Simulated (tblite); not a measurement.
## Geometry relaxation of CH₅Ge

CH₅Ge, multiplicity 2, computed with GFN2-xTB geometry optimisation, gas phase (tblite 0.8.0).

It belongs to a series of runs on one base structure; here: H removed from sp3 C.

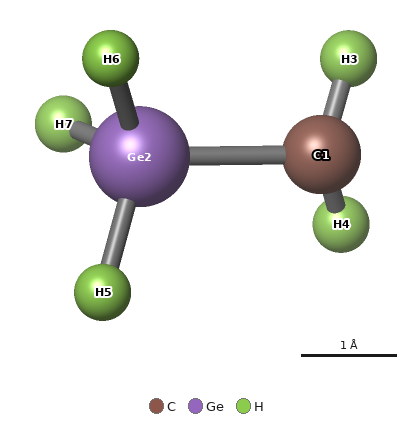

Figure 1. The starting structure (ball-and-stick view, seen at a tilt; atoms are numbered from 1 in the order of the input). Sticks mark near contacts. Bond lengths as drawn: C–Ge 1.96 Å, C–H 1.10 to 1.11 Å and Ge–H 1.54 to 1.56 Å.

Key numbers

| quantity | value |
| --- | --- |
| outcome | converged |
| total energy | −177.1180 eV |
| hardware | 1 CPU thread, shared host |
| peak memory | 0.18 GiB |

Input
```
{"job": {"kind": "relax", "xc": "GFN2-xTB", "basis": "xTB"}, "charge": 0, "multiplicity": 2}
C      1.188600    -0.033500     0.361300
Ge    -0.728600     0.125900    -0.013300
H      1.759000     0.519900    -0.408300
H      1.474200    -1.092400     0.335100
H     -1.521100    -0.655800     1.084200
H     -1.140900     1.614700     0.018200
H     -1.028000    -0.473900    -1.404300
```

The first line tells a small driver script what to run in tblite; the rest is the geometry in Å.

Run as:
```bash
OMP_NUM_THREADS=1 python <driver script> task.json out
```

The program's output
```
step      E/eV     max force
  0    -176.74657    1.949
  1    -176.83416    1.519
  2    -176.99212    0.580
  3    -177.01653    0.602
  4    -177.04308    0.450
  5    -177.05256    0.470
  6    -177.06461    0.522
  7    -177.07588    0.419
  8    -177.08422    0.256
  9    -177.08986    0.218
 10    -177.09554    0.306
 11    -177.10071    0.368
 12    -177.10629    0.294
 13    -177.11063    0.173
 14    -177.11278    0.135
 15    -177.11408    0.112
 16    -177.11509    0.090
 17    -177.11578    0.074
 18    -177.11640    0.085
 19    -177.11699    0.077
 20    -177.11751    0.072
 21    -177.11777    0.037
 22    -177.11785    0.024
 23    -177.11789    0.023
 24    -177.11794    0.021
 25    -177.11796    0.011
 26    -177.11796    0.003
```

Trajectory as extended XYZ (Å, eV, eV/Å), 27 frames, from step=0 to step=26
```
7
Properties=species:S:1:pos:R:3:forces:R:3 step=0 energy=-176.74657
C     1.1886   -0.0335    0.3613   -0.6650  -0.4630  -1.7730
Ge   -0.7286    0.1259   -0.0133    0.0460   0.1860   0.8070
H     1.7590    0.5199   -0.4083    0.0300  -0.1290   0.8240
H     1.4742   -1.0924    0.3351    0.2450   0.4410   0.4530
H    -1.5211   -0.6558    1.0842    0.2760   0.4160  -0.6750
H    -1.1409    1.6147    0.0182    0.0370  -0.6510  -0.0850
H    -1.0280   -0.4739   -1.4043    0.0310   0.2010   0.4480
7
Properties=species:S:1:pos:R:3:forces:R:3 step=1 energy=-176.83416
C     1.1791   -0.0401    0.3360   -0.7400  -0.4310  -1.2540
Ge   -0.7279    0.1285   -0.0018    0.0020   0.1130   0.4910
H     1.7594    0.5181   -0.3965    0.2190   0.0850   0.4700
H     1.4777   -1.0861    0.3416    0.2670   0.2100   0.4030
H    -1.5171   -0.6499    1.0745    0.2170   0.3420  -0.5410
H    -1.1403    1.6054    0.0170    0.0220  -0.5390  -0.0590
H    -1.0275   -0.4710   -1.3979    0.0130   0.2190   0.4900
7
Properties=species:S:1:pos:R:3:forces:R:3 step=2 energy=-176.99212
C     1.1324   -0.0679    0.2520   -0.1170  -0.3250  -0.2530
Ge   -0.7275    0.1363    0.0319   -0.2410  -0.0320  -0.5270
H     1.7719    0.5219   -0.3638    0.3980   0.4060  -0.0430
H     1.4946   -1.0709    0.3677    0.2150  -0.1870   0.2990
H    -1.5029   -0.6275    1.0390   -0.1100  -0.0410   0.0500
H    -1.1388    1.5701    0.0131   -0.0550  -0.0370   0.0040
H    -1.0265   -0.4571   -1.3669   -0.0900   0.2160   0.4690
7
Properties=species:S:1:pos:R:3:forces:R:3 step=3 energy=-177.01653
C     1.1203   -0.0798    0.2272    0.2170  -0.1770  -0.2170
Ge   -0.7314    0.1377    0.0315   -0.2190  -0.0760  -0.5560
H     1.7809    0.5290   -0.3561    0.2410   0.2790   0.0380
H     1.5020   -1.0700    0.3788    0.1720  -0.1860   0.2600
H    -1.5014   -0.6230    1.0315   -0.1720  -0.1160   0.1580
H    -1.1393    1.5613    0.0122   -0.0800   0.1210   0.0080
H    -1.0278   -0.4504   -1.3521   -0.1590   0.1570   0.3090
7
Properties=species:S:1:pos:R:3:forces:R:3 step=4 energy=-177.04308
C     1.1123   -0.0977    0.1896    0.4210  -0.0490  -0.1500
Ge   -0.7409    0.1377    0.0192    0.0020  -0.1010  -0.1930
H     1.7960    0.5427   -0.3438    0.0470   0.0760   0.1300
H     1.5149   -1.0723    0.3987    0.0880  -0.0540   0.1680
H    -1.5036   -0.6201    1.0258   -0.1590  -0.1220   0.1710
H    -1.1420    1.5536    0.0112   -0.0960   0.2670   0.0070
H    -1.0335   -0.4388   -1.3277   -0.3030  -0.0170  -0.1330
7
Properties=species:S:1:pos:R:3:forces:R:3 step=5 energy=-177.05256
C     1.1171   -0.1040    0.1780    0.2600  -0.0130  -0.1170
Ge   -0.7438    0.1358    0.0112    0.1190  -0.0510   0.0640
H     1.8020    0.5488   -0.3393    0.0410   0.0280   0.1310
H     1.5201   -1.0745    0.4071    0.0870  -0.0100   0.1310
H    -1.5072   -0.6217    1.0277   -0.0920  -0.0640   0.0910
H    -1.1445    1.5563    0.0111   -0.0680   0.1970   0.0050
H    -1.0404   -0.4357   -1.3228   -0.3460  -0.0880  -0.3060
7
Properties=species:S:1:pos:R:3:forces:R:3 step=6 energy=-177.06461
C     1.1269   -0.1117    0.1632    0.0150  -0.0220  -0.0540
Ge   -0.7444    0.1327    0.0032    0.1860   0.0220   0.2520
H     1.8107    0.5573   -0.3321    0.0660  -0.0110   0.1140
H     1.5284   -1.0778    0.4198    0.0850   0.0730   0.0750
H    -1.5133   -0.6249    1.0318    0.0090   0.0190  -0.0230
H    -1.1487    1.5635    0.0112   -0.0080   0.0330   0.0030
H    -1.0562   -0.4342   -1.3242   -0.3530  -0.1130  -0.3670
7
Properties=species:S:1:pos:R:3:forces:R:3 step=7 energy=-177.07588
C     1.1363   -0.1219    0.1435   -0.1080  -0.0240   0.0160
Ge   -0.7421    0.1300   -0.0010    0.1590   0.0460   0.2280
H     1.8225    0.5670   -0.3212    0.0480  -0.0760   0.1140
H     1.5398   -1.0796    0.4361    0.0630   0.1690   0.0090
H    -1.5194   -0.6273    1.0348    0.0940   0.0750  -0.1000
H    -1.1533    1.5705    0.0112    0.0560  -0.1160   0.0040
H    -1.0804   -0.4337   -1.3305   -0.3120  -0.0730  -0.2700
7
Properties=species:S:1:pos:R:3:forces:R:3 step=8 energy=-177.08422
C     1.1423   -0.1326    0.1234   -0.1090   0.0080   0.0730
Ge   -0.7381    0.1282   -0.0017    0.0730   0.0160   0.0500
H     1.8342    0.5744   -0.3082   -0.0010  -0.1320   0.1150
H     1.5516   -1.0776    0.4518    0.0330   0.2110  -0.0390
H    -1.5229   -0.6277    1.0349    0.1390   0.0900  -0.1150
H    -1.1563    1.5736    0.0112    0.1040  -0.1910   0.0080
H    -1.1075   -0.4335   -1.3386   -0.2390  -0.0010  -0.0930
7
Properties=species:S:1:pos:R:3:forces:R:3 step=9 energy=-177.08986
C     1.1442   -0.1390    0.1112   -0.0820   0.0470   0.1040
Ge   -0.7345    0.1272   -0.0012   -0.0090  -0.0300  -0.1300
H     1.8411    0.5762   -0.2973   -0.0170  -0.1190   0.0890
H     1.5597   -1.0721    0.4610    0.0210   0.1610  -0.0380
H    -1.5223   -0.6260    1.0325    0.1390   0.0690  -0.0850
H    -1.1563    1.5717    0.0113    0.1200  -0.1820   0.0120
H    -1.1286   -0.4331   -1.3446   -0.1710   0.0540   0.0490
7
Properties=species:S:1:pos:R:3:forces:R:3 step=10 energy=-177.09554
C     1.1434   -0.1437    0.1017   -0.0320   0.0750   0.1230
Ge   -0.7311    0.1256   -0.0029   -0.0840  -0.0820  -0.2830
H     1.8468    0.5749   -0.2851   -0.0160  -0.0530   0.0420
H     1.5674   -1.0634    0.4686    0.0080   0.0610  -0.0110
H    -1.5184   -0.6227    1.0280    0.1140   0.0250  -0.0280
H    -1.1534    1.5656    0.0117    0.1170  -0.1150   0.0120
H    -1.1514   -0.4315   -1.3491   -0.1070   0.0890   0.1450
7
Properties=species:S:1:pos:R:3:forces:R:3 step=11 energy=-177.10071
C     1.1417   -0.1459    0.0967    0.0100   0.0840   0.1200
Ge   -0.7294    0.1228   -0.0091   -0.1190  -0.1150  -0.3290
H     1.8512    0.5724   -0.2737   -0.0070   0.0300  -0.0070
H     1.5742   -1.0543    0.4746   -0.0060  -0.0430   0.0260
H    -1.5122   -0.6191    1.0233    0.0850  -0.0180   0.0210
H    -1.1483    1.5578    0.0122    0.1020  -0.0280   0.0080
H    -1.1738   -0.4288   -1.3511   -0.0650   0.0900   0.1600
7
Properties=species:S:1:pos:R:3:forces:R:3 step=12 energy=-177.10629
C     1.1405   -0.1462    0.0956    0.0270   0.0710   0.0950
Ge   -0.7293    0.1175   -0.0220   -0.1080  -0.1160  -0.2480
H     1.8559    0.5703   -0.2621    0.0000   0.1130  -0.0490
H     1.5811   -1.0453    0.4812   -0.0290  -0.1270   0.0600
H    -1.5040   -0.6160    1.0191    0.0650  -0.0490   0.0450
H    -1.1406    1.5493    0.0130    0.0830   0.0500  -0.0030
H    -1.2003   -0.4248   -1.3520   -0.0380   0.0580   0.1010
7
Properties=species:S:1:pos:R:3:forces:R:3 step=13 energy=-177.11063
C     1.1412   -0.1440    0.0999   -0.0030   0.0400   0.0500
Ge   -0.7308    0.1110   -0.0374   -0.0490  -0.0650  -0.0650
H     1.8592    0.5704   -0.2545   -0.0020   0.1510  -0.0630
H     1.5855   -1.0406    0.4867   -0.0490  -0.1480   0.0740
H    -1.4960   -0.6149    1.0175    0.0640  -0.0520   0.0250
H    -1.1324    1.5442    0.0137    0.0730   0.0650  -0.0170
H    -1.2234   -0.4212   -1.3529   -0.0340   0.0090  -0.0040
7
Properties=species:S:1:pos:R:3:forces:R:3 step=14 energy=-177.11278
C     1.1428   -0.1412    0.1058   -0.0280   0.0070   0.0140
Ge   -0.7322    0.1064   -0.0468    0.0000  -0.0030   0.0660
H     1.8602    0.5729   -0.2530   -0.0180   0.1260  -0.0450
H     1.5861   -1.0412    0.4897   -0.0610  -0.0990   0.0580
H    -1.4911   -0.6159    1.0181    0.0690  -0.0400  -0.0050
H    -1.1269    1.5438    0.0138    0.0710   0.0290  -0.0270
H    -1.2355   -0.4199   -1.3548   -0.0350  -0.0190  -0.0620
7
Properties=species:S:1:pos:R:3:forces:R:3 step=15 energy=-177.11408
C     1.1439   -0.1384    0.1118   -0.0380  -0.0150  -0.0170
Ge   -0.7330    0.1039   -0.0507    0.0250   0.0330   0.1040
H     1.8593    0.5761   -0.2542   -0.0350   0.0790  -0.0150
H     1.5842   -1.0438    0.4911   -0.0600  -0.0380   0.0380
H    -1.4872   -0.6178    1.0190    0.0650  -0.0330  -0.0190
H    -1.1225    1.5448    0.0134    0.0670  -0.0040  -0.0310
H    -1.2414   -0.4200   -1.3575   -0.0250  -0.0220  -0.0610
7
Properties=species:S:1:pos:R:3:forces:R:3 step=16 energy=-177.11509
C     1.1441   -0.1363    0.1163   -0.0130  -0.0300  -0.0380
Ge   -0.7333    0.1027   -0.0517    0.0300   0.0420   0.0740
H     1.8575    0.5799   -0.2557   -0.0580   0.0180   0.0180
H     1.5811   -1.0466    0.4926   -0.0590   0.0290   0.0140
H    -1.4829   -0.6199    1.0194    0.0490  -0.0340  -0.0140
H    -1.1177    1.5455    0.0125    0.0570  -0.0160  -0.0290
H    -1.2454   -0.4204   -1.3605   -0.0070  -0.0100  -0.0250
7
Properties=species:S:1:pos:R:3:forces:R:3 step=17 energy=-177.11578
C     1.1434   -0.1354    0.1182    0.0030  -0.0270  -0.0490
Ge   -0.7331    0.1026   -0.0509    0.0240   0.0260   0.0140
H     1.8549    0.5826   -0.2563   -0.0620  -0.0180   0.0360
H     1.5777   -1.0478    0.4938   -0.0450   0.0540   0.0040
H    -1.4788   -0.6218    1.0191    0.0280  -0.0400   0.0050
H    -1.1132    1.5454    0.0112    0.0430  -0.0010  -0.0240
H    -1.2477   -0.4207   -1.3623    0.0100   0.0050   0.0150
7
Properties=species:S:1:pos:R:3:forces:R:3 step=18 energy=-177.11640
C     1.1421   -0.1362    0.1164    0.0300  -0.0200  -0.0440
Ge   -0.7326    0.1029   -0.0502    0.0070  -0.0010  -0.0430
H     1.8524    0.5854   -0.2548   -0.0610  -0.0410   0.0430
H     1.5749   -1.0476    0.4964   -0.0330   0.0650  -0.0060
H    -1.4744   -0.6239    1.0183    0.0080  -0.0460   0.0260
H    -1.1083    1.5446    0.0096    0.0270   0.0270  -0.0170
H    -1.2510   -0.4203   -1.3628    0.0220   0.0150   0.0410
7
Properties=species:S:1:pos:R:3:forces:R:3 step=19 energy=-177.11699
C     1.1410   -0.1378    0.1130    0.0220  -0.0040  -0.0350
Ge   -0.7319    0.1030   -0.0504   -0.0100  -0.0260  -0.0720
H     1.8493    0.5877   -0.2522   -0.0340  -0.0370   0.0340
H     1.5719   -1.0461    0.4995   -0.0080   0.0420  -0.0030
H    -1.4696   -0.6266    1.0177   -0.0060  -0.0440   0.0370
H    -1.1028    1.5441    0.0076    0.0120   0.0530  -0.0090
H    -1.2545   -0.4194   -1.3623    0.0250   0.0170   0.0470
7
Properties=species:S:1:pos:R:3:forces:R:3 step=20 energy=-177.11751
C     1.1399   -0.1407    0.1063    0.0240   0.0010  -0.0120
Ge   -0.7316    0.1025   -0.0521   -0.0280  -0.0330  -0.0580
H     1.8471    0.5903   -0.2477   -0.0140  -0.0320   0.0210
H     1.5703   -1.0438    0.5041    0.0030   0.0290  -0.0080
H    -1.4653   -0.6299    1.0174   -0.0080  -0.0320   0.0340
H    -1.0977    1.5443    0.0055    0.0030   0.0580  -0.0030
H    -1.2594   -0.4178   -1.3607    0.0190   0.0090   0.0260
7
Properties=species:S:1:pos:R:3:forces:R:3 step=21 energy=-177.11777
C     1.1398   -0.1423    0.1030   -0.0190   0.0080  -0.0050
Ge   -0.7317    0.1018   -0.0539   -0.0270  -0.0170  -0.0180
H     1.8457    0.5910   -0.2451    0.0150  -0.0080   0.0040
H     1.5693   -1.0420    0.5063    0.0200  -0.0020   0.0020
H    -1.4632   -0.6324    1.0180   -0.0010  -0.0160   0.0180
H    -1.0947    1.5457    0.0043    0.0030   0.0370   0.0000
H    -1.2617   -0.4169   -1.3596    0.0080  -0.0020  -0.0010
7
Properties=species:S:1:pos:R:3:forces:R:3 step=22 energy=-177.11785
C     1.1396   -0.1432    0.1008   -0.0100   0.0010   0.0050
Ge   -0.7323    0.1012   -0.0550   -0.0230   0.0000   0.0070
H     1.8462    0.5914   -0.2437    0.0090  -0.0090   0.0020
H     1.5701   -1.0414    0.5077    0.0100   0.0070  -0.0050
H    -1.4629   -0.6333    1.0184    0.0050  -0.0090   0.0080
H    -1.0942    1.5467    0.0040    0.0070   0.0170  -0.0010
H    -1.2632   -0.4165   -1.3593    0.0020  -0.0080  -0.0160
7
Properties=species:S:1:pos:R:3:forces:R:3 step=23 energy=-177.11789
C     1.1395   -0.1429    0.1013   -0.0220   0.0010   0.0020
Ge   -0.7329    0.1011   -0.0551   -0.0140   0.0100   0.0150
H     1.8462    0.5909   -0.2439    0.0120  -0.0020   0.0000
H     1.5702   -1.0413    0.5072    0.0110   0.0000  -0.0010
H    -1.4630   -0.6338    1.0190    0.0060  -0.0050   0.0020
H    -1.0941    1.5477    0.0040    0.0080   0.0030  -0.0010
H    -1.2626   -0.4168   -1.3597    0.0000  -0.0080  -0.0170
7
Properties=species:S:1:pos:R:3:forces:R:3 step=24 energy=-177.11794
C     1.1389   -0.1425    0.1020   -0.0170  -0.0010   0.0000
Ge   -0.7339    0.1011   -0.0549   -0.0050   0.0150   0.0140
H     1.8463    0.5904   -0.2441    0.0050   0.0000   0.0000
H     1.5704   -1.0411    0.5067    0.0050   0.0010  -0.0010
H    -1.4629   -0.6344    1.0196    0.0050  -0.0020  -0.0010
H    -1.0937    1.5487    0.0039    0.0070  -0.0080  -0.0010
H    -1.2619   -0.4172   -1.3603   -0.0010  -0.0050  -0.0120
7
Properties=species:S:1:pos:R:3:forces:R:3 step=25 energy=-177.11796
C     1.1381   -0.1422    0.1025   -0.0060  -0.0010  -0.0010
Ge   -0.7346    0.1014   -0.0545    0.0010   0.0100   0.0050
H     1.8462    0.5900   -0.2442    0.0010   0.0000   0.0000
H     1.5704   -1.0409    0.5063    0.0010   0.0010   0.0000
H    -1.4624   -0.6351    1.0200    0.0010   0.0000  -0.0010
H    -1.0931    1.5492    0.0038    0.0030  -0.0080   0.0000
H    -1.2613   -0.4176   -1.3609   -0.0010  -0.0020  -0.0040
7
Properties=species:S:1:pos:R:3:forces:R:3 step=26 energy=-177.11796
C     1.1378   -0.1422    0.1024   -0.0010   0.0000   0.0000
Ge   -0.7347    0.1016   -0.0544    0.0010   0.0030   0.0000
H     1.8460    0.5900   -0.2441   -0.0010   0.0000   0.0000
H     1.5703   -1.0408    0.5063    0.0000   0.0000   0.0000
H    -1.4620   -0.6353    1.0201    0.0000   0.0000   0.0000
H    -1.0926    1.5492    0.0037    0.0010  -0.0030   0.0000
H    -1.2613   -0.4176   -1.3610    0.0000   0.0000   0.0000
```

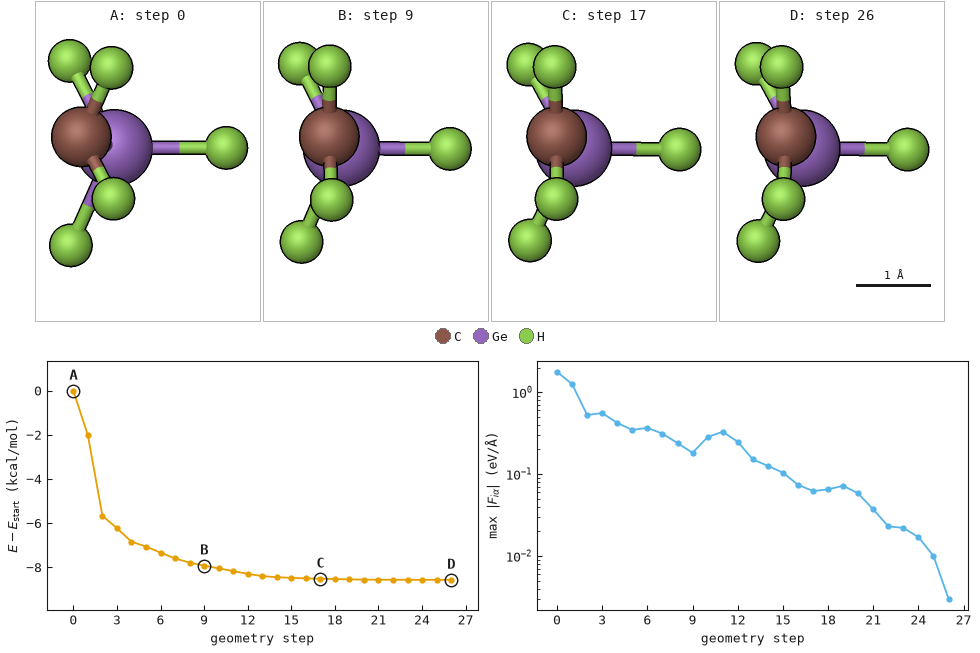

Figure 2. Frames of the relaxation (ball-and-stick view, seen at an oblique angle) above the curves, on which the letters mark them (steps are counted from 0).

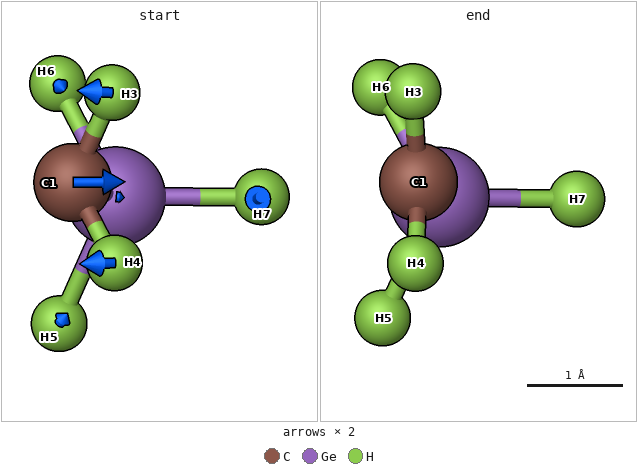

Figure 3. Before (left) and after (right) the relaxation, at one scale (ball-and-stick view, seen at an oblique angle). The blue arrows give the displacements, magnified 2 times. After 26 geometry steps the energy has fallen by 8.56 kcal/mol. The largest force component goes from 1.8 to 0.003 eV/Å. The atom that moves furthest after the best rigid fit is C1 (0.28 Å). By element the largest moves are C 0.28 Å, H 0.24 Å, Ge 0.05 Å. Among the contacts that change: Ge2–H5 1.563 → 1.492 Å, C1–Ge2 1.960 → 1.895 Å, Ge2–H6 1.545 → 1.492 Å, Ge2–H7 1.544 → 1.501 Å. Among the angles that change: Ge2–C1–H3 109.3° → 122.4°, H3–C1–H4 109.4° → 115.1°, H5–Ge2–H7 109.9° → 106.6°. (Atoms are counted from 1 in the order of the input.)
